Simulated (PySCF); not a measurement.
Si(H)(OMe)2(NH2), C₂H₉NO₂Si, SMILES CO[SiH](N)OC at its GFN2-xTB optimised geometry (Å):

```
15

Si    -1.4687    -0.8084     0.0000
N     -2.0715    -1.5655    -1.4238
O     -1.9154    -1.6483     1.3128
C     -1.5300    -1.4515     2.6424
O      0.1575    -0.8084     0.0000
C      0.9976    -0.2833    -0.9839
H     -2.0064     0.5513     0.0000
H     -3.0684    -1.6648    -1.5129
H     -1.6268    -2.4214    -1.7182
H     -1.9876    -0.5421     3.0406
H     -0.4451    -1.3661     2.7251
H     -1.8737    -2.3105     3.2207
H      1.0022     0.8084    -0.9392
H      2.0064    -0.6554    -0.7989
H      0.6720    -0.5884    -1.9799
```

Calculation: CAM-B3LYP/def2-TZVP (PySCF). Cells within 0.4 Å of a nucleus heavier than hydrogen are left out (blank, or x).

Map of the log10 of the electron density (e/bohr³), floored at −4 on the plane z = 1.2 Å:

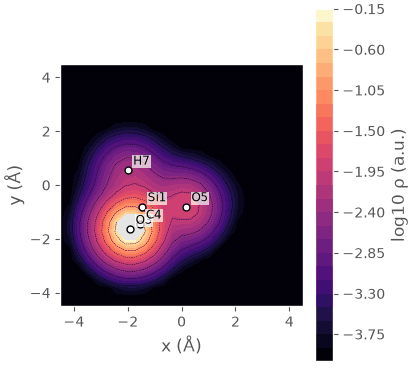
Figure. Log10 of the electron density (e/bohr³), floored at −4 on the plane z = 1.2 Å.
